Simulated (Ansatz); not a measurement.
HgTe: response to strain

Take HgTe in the zinc blende structure (space group F-43m, No. 216; a = 6.573 Å) as the base. Axes: x, y, z lie along the cube axes.

Strains are applied to the cell and any free atomic positions relax.

Method: Kohn–Sham DFT with the r2SCAN functional, run in Ansatz (a first-principles code) with PAW and 500 eV plane waves, spin-orbit coupling left out.

Notes on the quantities. pressure: mean of the normal stresses, compression positive.

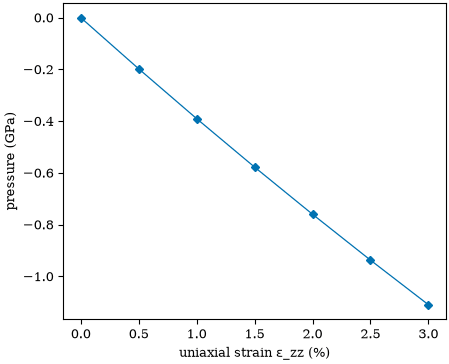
Figure. Pressure against uniaxial strain ε_zz

```tsv
uniaxial strain ε_zz (%)	pressure
0.5	-0.2 GPa
1	-0.4 GPa
1.5	-0.6 GPa
2	-0.8 GPa
2.5	-0.9 GPa
3	-1.1 GPa
```

No phonon test of stability was made. The final runs are not spin-polarised.
